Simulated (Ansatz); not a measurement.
The parent structure is BP in the zinc blende structure (space group F-43m, No. 216; a = 4.537 Å).

It is then changed as follows: every lattice vector is stretched by 0.54 %; the atoms relax in the strained cell.

Method: Ansatz (an electronic-structure program) r2SCAN, spin-orbit coupling left out.

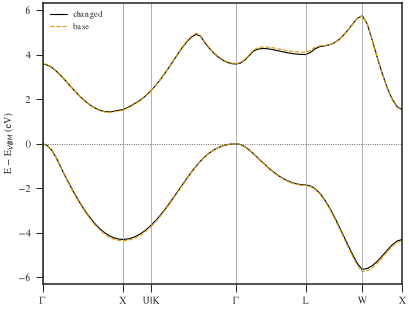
Highest valence and lowest conduction band along the path, each from its own valence-band maximum

Q: From the figure, how large is the changed gap, and is it direct?

A: About 1.4 eV, indirect, Γ → Γ–X (83 % along).

No phonon test of stability was made.
